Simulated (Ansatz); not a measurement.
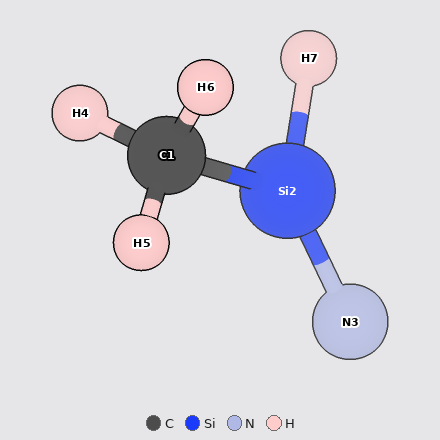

The system is CH₄NSi, SMILES C[SiH]=[N-], charge −1; the picture shows the reference structure. Coordinates scanned: (1) umbrella angle at Si2 (between each of its bonds and their common axis; 90 is planar); (2) change of the bonds Si2–C1, Si2–N3, Si2–H7, all alike. Nothing is relaxed (all other coordinates rigid). The grid has 11 × 11 points. Points are written as (first, second). Energies: kJ/mol, counted from the relaxed molecule at the same level. Method: RKS B3LYP-D4/def2-TZVPD in Ansatz 0.2.0.

Its coordinates:

```yaml
atoms:
  - { symbol: C, position_ang: [-0.6488, 0.4531, -0.3037] }
  - { symbol: Si, position_ang: [0.7611, -0.6475, 0.3970] }
  - { symbol: N, position_ang: [0.7248, -2.1520, 0.9150] }
  - { symbol: H, position_ang: [-0.4175, 0.7830, -1.3239] }
  - { symbol: H, position_ang: [-1.5904, -0.1000, -0.3191] }
  - { symbol: H, position_ang: [-0.7804, 1.3556, 0.3057] }
  - { symbol: H, position_ang: [1.9513, 0.3078, 0.3289] }
```

Range: umbrella angle at Si2 (between each of its bonds and their common axis; 90 is planar) from 66.0 to 114.0°; change of the bonds Si2–C1, Si2–N3, Si2–H7, all alike from −0.185 to 0.286 Å.

> Predict the map.

The lowest grid point is at (90.0°, 0.003 Å), 0.03 kJ/mol from the relaxed molecule at the same level. It is the only kind of minimum in the scanned range. The highest grid point, (66.0°, −0.185 Å), lies 318 kJ/mol above the lowest. Round the minimum the two coordinates are nearly uncoupled.

| second ↓, first → | 66.0 | 70.8 | 75.6 | 80.4 | 85.2 | 90.0 | 94.8 | 99.6 | 104.4 | 109.2 | 114.0 |
| --- | --- | --- | --- | --- | --- | --- | --- | --- | --- | --- | --- |
| 0.286 | 219 | 205 | 195 | 190 | 188 | 187 | 188 | 190 | 195 | 205 | 219 |
| 0.239 | 182 | 164 | 153 | 146 | 142 | 141 | 142 | 146 | 153 | 164 | 182 |
| 0.192 | 149 | 128 | 113 | 104 | 100 | 98 | 100 | 104 | 113 | 128 | 149 |
| 0.144 | 120 | 96 | 79 | 68 | 62 | 60 | 62 | 68 | 79 | 96 | 120 |
| 0.097 | 100 | 72 | 52 | 39 | 32 | 29 | 32 | 39 | 52 | 72 | 100 |
| 0.050 | 90 | 58 | 35 | 20 | 11 | 8 | 11 | 20 | 35 | 58 | 90 |
| 0.003 | 93 | 57 | 31 | 14 | 3 | 0 | 3 | 14 | 31 | 57 | 93 |
| −0.044 | 112 | 73 | 43 | 23 | 12 | 8 | 12 | 23 | 43 | 73 | 112 |
| −0.091 | 153 | 109 | 76 | 53 | 40 | 36 | 40 | 53 | 76 | 109 | 153 |
| −0.138 | 219 | 171 | 134 | 109 | 94 | 90 | 94 | 109 | 134 | 171 | 219 |
| −0.185 | 318 | 265 | 225 | 197 | 181 | 175 | 181 | 197 | 225 | 265 | 318 |

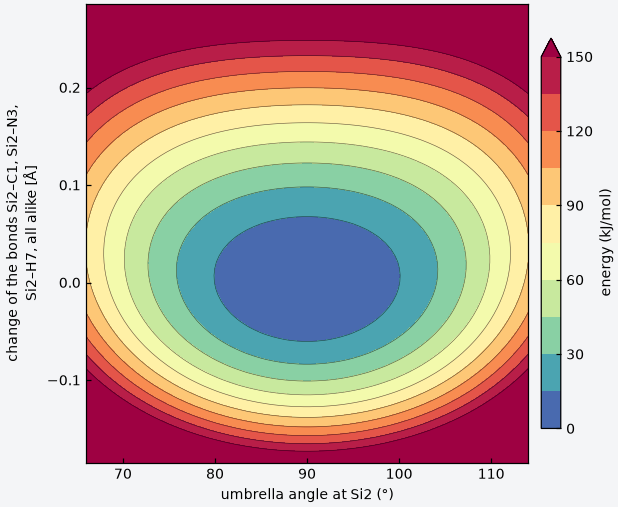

The picture shows filled contours, one colour for all values above the top of the scale. Between grid points the surface is interpolated.

The whole map (121 points run) took 11 min on 1 thread of Arm Neoverse V1, with other jobs on the host.
